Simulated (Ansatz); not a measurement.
**Run report: CH₇AlN₂Si, single-point calculation**

System: CH₇AlN₂Si.
Method: RKS PBE/6-31G (Ansatz 0.2.0).

The geometry comes from this level: PBE0-D4/def2-TZVP. Figures and captions count atoms from 1; the log counts them from 0 in places.

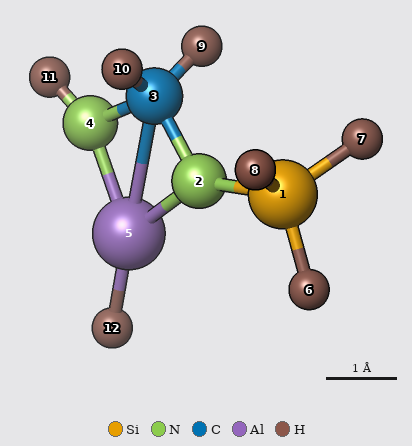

Figure 1. The input geometry (ball-and-stick view, seen at a tilt; atoms are numbered from 1 in the order of the input). Sticks mark near contacts.

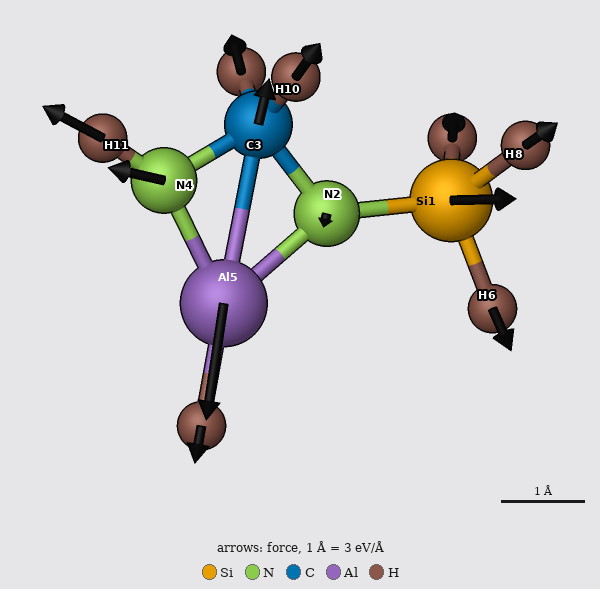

Figure 2. Forces on the atoms as black arrows (ball-and-stick view, seen at a tilt; atoms are numbered from 1 in the order of the input). The largest act on Al5 (4.33 eV/Å); H11 (2.68 eV/Å); Si1 (2.59 eV/Å); N4 (2.29 eV/Å), among others. The geometry is not a stationary point of this energy.

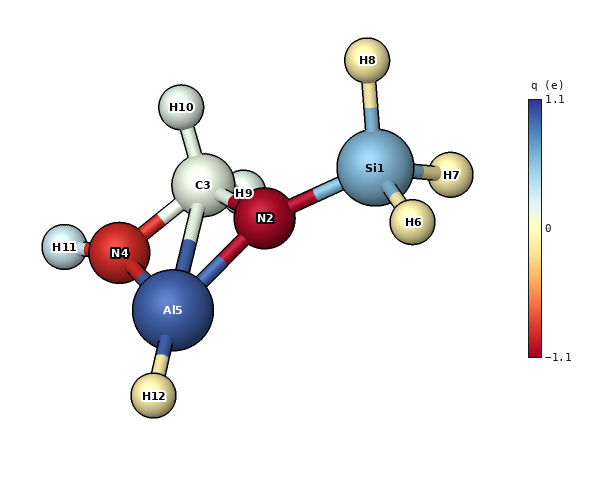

Figure 3. Mulliken charges, as the colour of each atom (ball-and-stick view, seen at a tilt; atoms are numbered from 1 in the order of the input; Mulliken charges depend strongly on the basis). By element: Si +0.61, N −1.05 to −0.90, C +0.14, Al +0.95 and H −0.10 to +0.29 e.

The input and output of the run follow.

### The input
```yaml
crystal:
  periodic: [false, false, false]
  atoms:
    - {symbol: Si, position_ang: [-1.568076, 0.341586, 0.888537]}
    - {symbol: N, position_ang: [-0.155178, 0.260214, 0.064079]}
    - {symbol: C, position_ang: [0.554225, -0.935345, -0.201543]}
    - {symbol: N, position_ang: [1.659289, -0.448801, -0.917525]}
    - {symbol: Al, position_ang: [1.070781, 1.132208, -0.772647]}
    - {symbol: H, position_ang: [-1.957103, 1.714147, 0.941796]}
    - {symbol: H, position_ang: [-2.614759, -0.411435, 0.262255]}
    - {symbol: H, position_ang: [-1.453616, -0.158437, 2.227077]}
    - {symbol: H, position_ang: [-0.029076, -1.607577, -0.770451]}
    - {symbol: H, position_ang: [0.836774, -1.419188, 0.693915]}
    - {symbol: H, position_ang: [2.322276, -1.072249, -1.228153]}
    - {symbol: H, position_ang: [1.408289, 2.551979, -1.154604]}
basis:
  gaussian: {orbitals: 6-31G}
hamiltonian: {xc: {name: PBE}}
scf: {lower_state_search: full}
output: {forces: true}
```

Command:
```bash
ansatz run in.yaml --threads 4 --pin off --events-out ev --progress --plain --max-ram 10444MiB
```

### Log
```
Functional definition: PBE
  name "PBE"
  cite "Perdew, Burke & Ernzerhof, Phys. Rev. Lett. 77, 3865 (1996) doi:10.1103/PhysRevLett.77.3865"
  parent pbe
  parameter kappa = 0.804
  parameter beta = 0.06672455060314922
  exchange = pbe_x(kappa = kappa, mu = beta*pi^2/3)
  correlation = pbe_c(beta = beta)
893 factors; integrals over basis functions are off by at most 1.7e-4 eV
mean field evaluation 1: about -18571.8605 eV, gradient 8.6e1 eV
mean field evaluation 2: about -18571.8438 eV, gradient 8.6e1 eV
mean field evaluation 4: about -18586.6544 eV, gradient 2.0e1 eV
mean field evaluation 8: about -18588.3084 eV, gradient 5.5e-1 eV
mean field evaluation 16: about -18588.3035 eV, gradient 8.7e-5 eV
mean field -18588.30354405 eV, -683.1075556392 hartree, gradient 1.2e-5 eV, S^2 0.000000; 0 other end points of the search recorded, 0 dependent functions left out
the calculation of the forces begins
reference -18588.30359033 eV, -683.1075573398 hartree; 27, 27 occupied and 40, 40 virtual orbitals, 893 factors
Total energy: -18588.30359033 eV, -683.1075573398 hartree
Atom 0 at    -1.568076     0.341586     0.888537 Å, force    -2.228136     0.322270     1.275510 eV/Å
Atom 1 at    -0.155178     0.260214     0.064079 Å, force     0.146912     0.485984    -0.148970 eV/Å
Atom 2 at     0.554225    -0.935345    -0.201543 Å, force    -0.470084    -1.599195     0.482830 eV/Å
Atom 3 at     1.659289    -0.448801    -0.917525 Å, force     1.889295    -0.791796    -1.015953 eV/Å
Atom 4 at     1.070781     1.132208    -0.772647 Å, force     0.848080     4.116447    -1.030716 eV/Å
Atom 5 at    -1.957103     1.714147     0.941796 Å, force    -0.554452     1.651429     0.114991 eV/Å
Atom 6 at    -2.614759    -0.411435     0.262255 Å, force    -1.355665    -0.921130    -0.727364 eV/Å
Atom 7 at    -1.453616    -0.158437     2.227077 Å, force     0.069556    -0.610736     1.684601 eV/Å
Atom 8 at    -0.029076    -1.607577    -0.770451 Å, force    -1.137864    -1.419428    -1.028819 eV/Å
Atom 9 at     0.836774    -1.419188     0.693915 Å, force     0.493113    -1.064685     1.729751 eV/Å
Atom 10 at     2.322276    -1.072249    -1.228153 Å, force     1.985076    -1.504719    -0.978509 eV/Å
Atom 11 at     1.408289     2.551979    -1.154604 Å, force     0.314168     1.335559    -0.357350 eV/Å
Dipole moment:     0.240786    -0.166800    -0.120393 e Å
```

### Results in brief

- outcome: converged
- total energy: −18588.3036 eV
- SCF solution under orbital rotations: stable
- largest force (length of the vector): 4.327 eV/Å
- dipole moment: 1.52 D
- hardware: 4 threads of Arm Neoverse V1, 23 GiB of memory available, shared host
- wall time: 1.2 s (CPU time 4.3 s)
- peak memory: 0.12 GiB
